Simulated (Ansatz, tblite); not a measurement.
# The cluster Ga₅H₁₃O₁₄: charged states by level of theory

What does removing or adding an electron cost or gain for the cluster Ga₅H₁₃O₁₄? Each charged state is run at several levels.

Program: Ansatz 0.2.0, Gaussian basis. Level of theory: as each input shows. These are calculated values, not measurements.

Plan: charge +1 doublet, at the geometry of the singlet (PBE0-D4/def2-TZVP, PBE-D4/def2-TZVP, B2PLYP/def2-TZVP); charge -1 doublet, at the geometry of the singlet (PBE0-D4/def2-TZVP, PBE-D4/def2-TZVP, B2PLYP/def2-TZVP); the starting singlet's energies come from earlier runs.

### 1 The relaxed structure

The geometry is that of the singlet, from an earlier relaxation (PBE-D4/def2-SVP).

32 atoms, charge 0, spin multiplicity 1.

Atoms are counted from 1 here; the program's logs count them from 0.

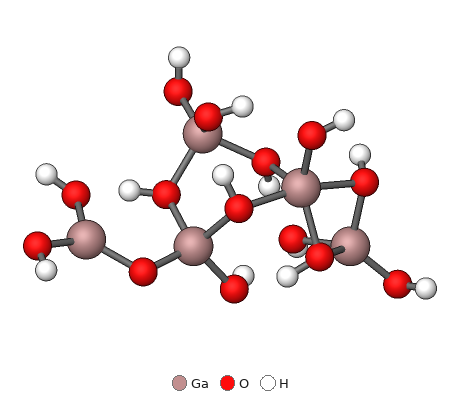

The geometry (gallium pink, oxygen red, hydrogen white).

### 2 Charge +1 doublet at the fixed geometry, PBE0-D4/def2-TZVP

in.yaml

```yaml
crystal:
  periodic: [false, false, false]
  atoms:
    - {symbol: Ga, position_ang: [0.829909, -1.475028, -0.116121]}
    - {symbol: Ga, position_ang: [0.750220, 1.834031, -0.071977]}
    - {symbol: Ga, position_ang: [0.961450, -3.908366, 1.821284]}
    - {symbol: Ga, position_ang: [-1.628518, 0.070961, 1.297182]}
    - {symbol: Ga, position_ang: [0.334103, 2.193868, -2.881392]}
    - {symbol: O, position_ang: [0.074126, 3.358159, -1.374858]}
    - {symbol: O, position_ang: [0.597207, 2.823081, -4.543022]}
    - {symbol: O, position_ang: [0.943009, 2.798574, 1.468219]}
    - {symbol: O, position_ang: [0.982864, -1.069259, -1.904734]}
    - {symbol: O, position_ang: [-1.009905, -1.554662, 0.483266]}
    - {symbol: O, position_ang: [-3.397842, -0.067590, 1.623140]}
    - {symbol: O, position_ang: [-0.967923, 0.848953, -2.755627]}
    - {symbol: O, position_ang: [1.667220, 1.418401, -1.742949]}
    - {symbol: O, position_ang: [-1.124948, 1.219077, -0.151209]}
    - {symbol: O, position_ang: [-0.399542, 0.509925, 2.614200]}
    - {symbol: O, position_ang: [1.399824, 0.135606, 0.738990]}
    - {symbol: O, position_ang: [-0.842174, -3.678498, 1.977200]}
    - {symbol: O, position_ang: [1.703786, -2.942199, 0.531069]}
    - {symbol: O, position_ang: [1.713905, -5.091074, 2.931634]}
    - {symbol: H, position_ang: [-0.862041, 3.551238, -1.175105]}
    - {symbol: H, position_ang: [1.315223, 3.481608, -4.569286]}
    - {symbol: H, position_ang: [0.772415, 3.744806, 1.313603]}
    - {symbol: H, position_ang: [0.132003, -0.736382, -2.281479]}
    - {symbol: H, position_ang: [-1.186589, -2.379466, 1.037907]}
    - {symbol: H, position_ang: [-3.625474, 0.391400, 2.451850]}
    - {symbol: H, position_ang: [-1.590227, 0.796026, -3.502968]}
    - {symbol: H, position_ang: [1.637565, 0.395259, -1.855906]}
    - {symbol: H, position_ang: [-1.357532, 0.960663, -1.094828]}
    - {symbol: H, position_ang: [-0.164563, 1.468985, 2.578513]}
    - {symbol: H, position_ang: [0.949454, 0.174865, 1.650053]}
    - {symbol: H, position_ang: [-1.284307, -4.129395, 2.717932]}
    - {symbol: H, position_ang: [2.677300, -5.143548, 2.785385]}
basis:
  gaussian: {orbitals: def2-TZVP, fitting: {mean_field: def2-universal-jkfit}}
total_charge: 1
magnetization: {spin_polarized: true, initial_magnetization: 1}
hamiltonian: {xc: pbe0, dispersion: d4}
scf: {omitted_lower_state_checks: [starts]}
output: {orbitals: {seedname: orbitals}}
```

Command:

```console
$ ansatz run in.yaml --threads 2 --pin off --events-out ev --progress --plain --max-ram 32768MiB --backend cuda --devices 0, --max-vram 18GiB
```

What it wrote:

```text
Functional definition: PBE0
  name "PBE0"
  cite "Adamo & Barone, J. Chem. Phys. 110, 6158 (1999) doi:10.1063/1.478522"
  cite "Perdew, Burke & Ernzerhof, Phys. Rev. Lett. 77, 3865 (1996) doi:10.1103/PhysRevLett.77.3865"
  parent pbe
  parameter a = 0.25
  parameter kappa = 0.804
  parameter beta = 0.06672455060314922
  exchange = (1 - a)*pbe_x(kappa = kappa, mu = beta*pi^2/3) + a*exact_x
  correlation = pbe_c(beta = beta)
these checks for a lower state are left out or cut short: starts
2642 factors; integrals over basis functions are off by at most 8.8e-1 eV
mean field evaluation 1: about -290652.3441 eV, gradient 1.4e2 eV
mean field evaluation 2: about -290286.1581 eV, gradient 2.8e2 eV
mean field evaluation 4: about -290703.7628 eV, gradient 5.5e1 eV
mean field evaluation 8: about -290711.9933 eV, gradient 2.9e1 eV
mean field evaluation 16: about -290716.1629 eV, gradient 4.8e-1 eV
mean field -290716.16744369 eV, -10683.6220990597 hartree, gradient 3.6e-6 eV, S^2 0.756861; 0 other end points of the search recorded, 0 dependent functions left out
reference -290716.16750194 eV, -10683.6221012006 hartree; 140, 139 occupied and 612, 613 virtual orbitals, 2642 factors
Total energy: -290717.43211738 eV, -10683.6685749609 hartree
Checks for a lower state left out: starts
```

Wall time 44 s (1 × H100 (card shared with other runs) with 2 threads of AMD EPYC 7R13, shared host); peak host memory 1.4 GiB.

HOMO -11.87 eV, LUMO -11.25 eV (over both spins); ⟨S²⟩ 0.757 (pure: 0.75).

### 3 Charge +1 doublet at the fixed geometry, PBE-D4/def2-TZVP

start.molden holds the orbitals of an earlier run on this state, given as this run's starting guess.

Edit in.yaml of step 2 so:

```diff
@@ -36,6 +36,6 @@
 basis:
-  gaussian: {orbitals: def2-TZVP, fitting: {mean_field: def2-universal-jkfit}}
+  gaussian: {orbitals: def2-TZVP, fitting: {mean_field: def2-universal-jkfit}, initial_orbitals: start.molden}
 total_charge: 1
 magnetization: {spin_polarized: true, initial_magnetization: 1}
-hamiltonian: {xc: pbe0, dispersion: d4}
+hamiltonian: {xc: pbe, dispersion: d4}
 scf: {omitted_lower_state_checks: [starts]}
```

Launched as before.

What it wrote:

```text
Functional definition: PBE
  name "PBE"
  cite "Perdew, Burke & Ernzerhof, Phys. Rev. Lett. 77, 3865 (1996) doi:10.1103/PhysRevLett.77.3865"
  parent pbe
  parameter kappa = 0.804
  parameter beta = 0.06672455060314922
  exchange = pbe_x(kappa = kappa, mu = beta*pi^2/3)
  correlation = pbe_c(beta = beta)
these checks for a lower state are left out or cut short: starts
2642 factors; integrals over basis functions are off by at most 8.8e-1 eV
mean field evaluation 1: about -290711.7404 eV, gradient 1.8e1 eV
mean field evaluation 2: about -290712.4726 eV, gradient 8.8e-1 eV
mean field evaluation 4: about -290712.4979 eV, gradient 3.5e-1 eV
mean field evaluation 8: about -290712.4990 eV, gradient 1.5e-4 eV
mean field evaluation 16: about -290712.4990 eV, gradient 7.8e-4 eV
mean field -290712.49901717 eV, -10683.4872868719 hartree, gradient 4.9e-6 eV, S^2 0.751672; 0 other end points of the search recorded, 0 dependent functions left out
reference -290712.49909772 eV, -10683.4872898318 hartree; 140, 139 occupied and 612, 613 virtual orbitals, 2642 factors
Total energy: -290713.93810327 eV, -10683.5401723106 hartree
Checks for a lower state left out: starts
```

Run time: 28 s. Hardware: 1 × H100 (card shared with other runs) with 2 threads of AMD EPYC 7R13, shared host; peak host memory 1.4 GiB.

Report: HOMO -10.66 eV, LUMO -10.67 eV (over both spins; with the spin held, an empty level of the minority spin lies below the top filled one); ⟨S²⟩ 0.752 (pure: 0.75).

### 4 Charge +1 doublet at the fixed geometry, B2PLYP/def2-TZVP

Edit in.yaml of step 3 so:

```diff
@@ -39,4 +39,3 @@
 magnetization: {spin_polarized: true, initial_magnetization: 1}
-hamiltonian: {xc: pbe, dispersion: d4}
+hamiltonian: {xc: {name: B2PLYP}}
 scf: {omitted_lower_state_checks: [starts]}
-output: {orbitals: {seedname: orbitals}}
```

Launched as before.

What it wrote:

```text
Functional definition: B2PLYP
  name "B2PLYP"
  cite "Grimme, J. Chem. Phys. 124, 034108 (2006) doi:10.1063/1.2148954"
  cite "Becke, Phys. Rev. A 38, 3098 (1988) doi:10.1103/PhysRevA.38.3098"
  cite "Lee, Yang & Parr, Phys. Rev. B 37, 785 (1988) doi:10.1103/PhysRevB.37.785"
  parameter a = 0.53
  parameter c = 0.27
  exchange = (1 - a)*b88_x + a*exact_x
  correlation = (1 - c)*lyp_c + c*(mp2_os + mp2_ss)
these checks for a lower state are left out or cut short: starts
2642 factors; integrals over basis functions are off by at most 8.8e-1 eV
mean field evaluation 1: about -290671.8377 eV, gradient 1.7e1 eV
mean field evaluation 2: about -290672.4826 eV, gradient 8.2e-1 eV
mean field evaluation 4: about -290671.3291 eV, gradient 1.8e1 eV
mean field evaluation 8: about -290673.0338 eV, gradient 5.0e-2 eV
mean field -290673.03382526 eV, -10682.0369678194 hartree, gradient 2.0e-6 eV, S^2 0.760799; 0 other end points of the search recorded, 0 dependent functions left out
59 core orbitals not correlated: weight in the atoms' cores, before any rotation towards them, 1.000 or more for the frozen orbitals, at most 0.000 for the correlated occupied ones
reference -290673.03412051 eV, -10682.0369786697 hartree; 81, 80 occupied and 612, 613 virtual orbitals, 2642 factors
second order -149.50024583 eV of doubles, -0.00000000 eV of singles
Total energy: -290713.39918688 eV, -10683.5203674985 hartree
Checks for a lower state left out: starts
```

It took 43 s on 1 × H100 (card shared with other runs) with 2 threads of AMD EPYC 7R13, shared host; peak host memory 4.7 GiB.

Report: ⟨S²⟩ 0.761 (pure: 0.75).

### 5 Vertical ionisation energy

Charged state less starting state, singlet to doublet; the starting state's energies are those of its earlier runs.

| level | vertical ionisation energy (eV) | time |
| --- | --- | --- |
| PBE-D4/def2-TZVP | +8.85 | 51 s |
| PBE0-D4/def2-TZVP | +9.97 | 67 s |
| B2PLYP/def2-TZVP | +10.63 | 68 s |

Times add the two runs; a level without a time comes out of a correlated run.

Beside −ε(HOMO) of the starting state:

| level | −ε(HOMO) (eV) | by difference (eV) | mismatch (eV) |
| --- | --- | --- | --- |
| PBE-D4/def2-TZVP | 6.76 | 8.85 | -2.09 |
| PBE0-D4/def2-TZVP | 8.47 | 9.97 | -1.50 |

### 6 Charge -1 doublet at the fixed geometry, PBE0-D4/def2-TZVP

Edit in.yaml of step 4 so:

```diff
@@ -36,6 +36,7 @@
 basis:
-  gaussian: {orbitals: def2-TZVP, fitting: {mean_field: def2-universal-jkfit}, initial_orbitals: start.molden}
-total_charge: 1
+  gaussian: {orbitals: def2-TZVP, fitting: {mean_field: def2-universal-jkfit}}
+total_charge: -1
 magnetization: {spin_polarized: true, initial_magnetization: 1}
-hamiltonian: {xc: {name: B2PLYP}}
+hamiltonian: {xc: pbe0, dispersion: d4}
 scf: {omitted_lower_state_checks: [starts]}
+output: {orbitals: {seedname: orbitals}}
```

Launched as before.

What it wrote:

```text
Functional definition: PBE0
  name "PBE0"
  cite "Adamo & Barone, J. Chem. Phys. 110, 6158 (1999) doi:10.1063/1.478522"
  cite "Perdew, Burke & Ernzerhof, Phys. Rev. Lett. 77, 3865 (1996) doi:10.1103/PhysRevLett.77.3865"
  parent pbe
  parameter a = 0.25
  parameter kappa = 0.804
  parameter beta = 0.06672455060314922
  exchange = (1 - a)*pbe_x(kappa = kappa, mu = beta*pi^2/3) + a*exact_x
  correlation = pbe_c(beta = beta)
these checks for a lower state are left out or cut short: starts
2642 factors; integrals over basis functions are off by at most 8.8e-1 eV
mean field evaluation 1: about -290680.4550 eV, gradient 1.2e2 eV
mean field evaluation 2: about -290587.3984 eV, gradient 2.0e2 eV
mean field evaluation 4: about -290725.5011 eV, gradient 1.5e1 eV
mean field evaluation 8: about -290726.4498 eV, gradient 7.3e-1 eV
mean field evaluation 16: about -290726.4560 eV, gradient 2.7e-3 eV
mean field -290726.45604736 eV, -10684.0001982708 hartree, gradient 4.9e-5 eV, S^2 0.751210; 0 other end points of the search recorded, 0 dependent functions left out
reference -290726.45611557 eV, -10684.0002007776 hartree; 141, 140 occupied and 611, 612 virtual orbitals, 2642 factors
Total energy: -290727.78665254 eV, -10684.0490971091 hartree
Checks for a lower state left out: starts
```

Wall time 26 s (1 × H100 (card shared with other runs) with 2 threads of AMD EPYC 7R13, shared host); peak host memory 1.3 GiB.

Report: HOMO 0.81 eV, LUMO 1.72 eV (over both spins); ⟨S²⟩ 0.751 (pure: 0.75). Doubts: highest occupied level lies above zero.

### 7 Charge -1 doublet at the fixed geometry, PBE-D4/def2-TZVP

Edit in.yaml of step 6 so:

```diff
@@ -36,6 +36,6 @@
 basis:
-  gaussian: {orbitals: def2-TZVP, fitting: {mean_field: def2-universal-jkfit}}
+  gaussian: {orbitals: def2-TZVP, fitting: {mean_field: def2-universal-jkfit}, initial_orbitals: start.molden}
 total_charge: -1
 magnetization: {spin_polarized: true, initial_magnetization: 1}
-hamiltonian: {xc: pbe0, dispersion: d4}
+hamiltonian: {xc: pbe, dispersion: d4}
 scf: {omitted_lower_state_checks: [starts]}
```

The command is unchanged.

What it wrote:

```text
Functional definition: PBE
  name "PBE"
  cite "Perdew, Burke & Ernzerhof, Phys. Rev. Lett. 77, 3865 (1996) doi:10.1103/PhysRevLett.77.3865"
  parent pbe
  parameter kappa = 0.804
  parameter beta = 0.06672455060314922
  exchange = pbe_x(kappa = kappa, mu = beta*pi^2/3)
  correlation = pbe_c(beta = beta)
these checks for a lower state are left out or cut short: starts
2642 factors; integrals over basis functions are off by at most 8.8e-1 eV
mean field evaluation 1: about -290721.3602 eV, gradient 1.8e1 eV
mean field evaluation 2: about -290722.0895 eV, gradient 7.9e-1 eV
mean field evaluation 4: about -290722.1067 eV, gradient 1.3e-1 eV
mean field evaluation 8: about -290722.1067 eV, gradient 1.8e-5 eV
mean field -290722.10674563 eV, -10683.8403643802 hartree, gradient 1.8e-5 eV, S^2 0.750448; 0 other end points of the search recorded, 0 dependent functions left out
reference -290722.10683575 eV, -10683.8403676923 hartree; 141, 140 occupied and 611, 612 virtual orbitals, 2642 factors
Total energy: -290723.62069631 eV, -10683.8960010415 hartree
Checks for a lower state left out: starts
```

It took 24 s on 1 × H100 (card shared with other runs) with 2 threads of AMD EPYC 7R13, shared host.

From the report: HOMO 0.81 eV, LUMO 0.95 eV (over both spins); ⟨S²⟩ 0.750 (pure: 0.75). Doubts: highest occupied level lies above zero.

### 8 Charge -1 doublet at the fixed geometry, B2PLYP/def2-TZVP

Edit in.yaml of step 7 so:

```diff
@@ -39,4 +39,3 @@
 magnetization: {spin_polarized: true, initial_magnetization: 1}
-hamiltonian: {xc: pbe, dispersion: d4}
+hamiltonian: {xc: {name: B2PLYP}}
 scf: {omitted_lower_state_checks: [starts]}
-output: {orbitals: {seedname: orbitals}}
```

Same command.

What it wrote:

```text
Functional definition: B2PLYP
  name "B2PLYP"
  cite "Grimme, J. Chem. Phys. 124, 034108 (2006) doi:10.1063/1.2148954"
  cite "Becke, Phys. Rev. A 38, 3098 (1988) doi:10.1103/PhysRevA.38.3098"
  cite "Lee, Yang & Parr, Phys. Rev. B 37, 785 (1988) doi:10.1103/PhysRevB.37.785"
  parameter a = 0.53
  parameter c = 0.27
  exchange = (1 - a)*b88_x + a*exact_x
  correlation = (1 - c)*lyp_c + c*(mp2_os + mp2_ss)
these checks for a lower state are left out or cut short: starts
2642 factors; integrals over basis functions are off by at most 8.8e-1 eV
mean field evaluation 1: about -290682.3605 eV, gradient 1.7e1 eV
mean field evaluation 2: about -290683.0011 eV, gradient 8.2e-1 eV
mean field evaluation 4: about -290683.0203 eV, gradient 8.2e-2 eV
mean field evaluation 8: about -290683.0205 eV, gradient 4.6e-6 eV
mean field -290683.02050522 eV, -10682.4039715388 hartree, gradient 4.6e-6 eV, S^2 0.752165; 0 other end points of the search recorded, 0 dependent functions left out
59 core orbitals not correlated: weight in the atoms' cores, before any rotation towards them, 1.000 or more for the frozen orbitals, at most 0.000 for the correlated occupied ones
reference -290683.02082584 eV, -10682.4039833213 hartree; 82, 81 occupied and 611, 612 virtual orbitals, 2642 factors
second order -152.75062928 eV of doubles, -0.00000000 eV of singles
Total energy: -290724.26349574 eV, -10683.9196234851 hartree
Checks for a lower state left out: starts
```

It took 42 s on 1 × H100 (card shared with other runs) with 2 threads of AMD EPYC 7R13, shared host; peak host memory 4.7 GiB.

From the report: ⟨S²⟩ 0.752 (pure: 0.75).

### 9 Vertical electron affinity

Starting state less charged state (positive: the electron is bound), singlet to doublet; the starting state's energies are those of its earlier runs.

| level | vertical electron affinity (eV) | time |
| --- | --- | --- |
| PBE-D4/def2-TZVP | +0.83 | 48 s |
| PBE0-D4/def2-TZVP | +0.38 | 50 s |
| B2PLYP/def2-TZVP | +0.23 | 67 s |

Times add the two runs; a level without a time comes out of a correlated run.

Beside −ε(LUMO) of the starting state:

| level | −ε(LUMO) (eV) | by difference (eV) | mismatch (eV) |
| --- | --- | --- | --- |
| PBE-D4/def2-TZVP | 2.50 | 0.83 | +1.67 |
| PBE0-D4/def2-TZVP | 1.56 | 0.38 | +1.18 |

### 10 Summary of results

| quantity | value |
| --- | --- |
| vertical ionisation energy, functionals in def2-TZVP | 8.85 (PBE-D4) to 10.63 eV (B2PLYP) |
| vertical electron affinity, functionals in def2-TZVP | 0.23 (B2PLYP) to 0.83 eV (PBE-D4) |

In words: The vertical ionisation energy spans 8.85 to 10.63 eV over the functionals. −ε(HOMO) misses the level's own difference by -1.50 eV at best (PBE0-D4) and -2.09 eV at worst (PBE-D4). The vertical electron affinity spans 0.23 to 0.83 eV over the functionals. The anion's highest level lies above zero where self-interaction lifts it, so diffuse functions weigh on these values. −ε(LUMO) misses the level's own difference by +1.18 eV at best (PBE0-D4) and +1.67 eV at worst (PBE-D4).
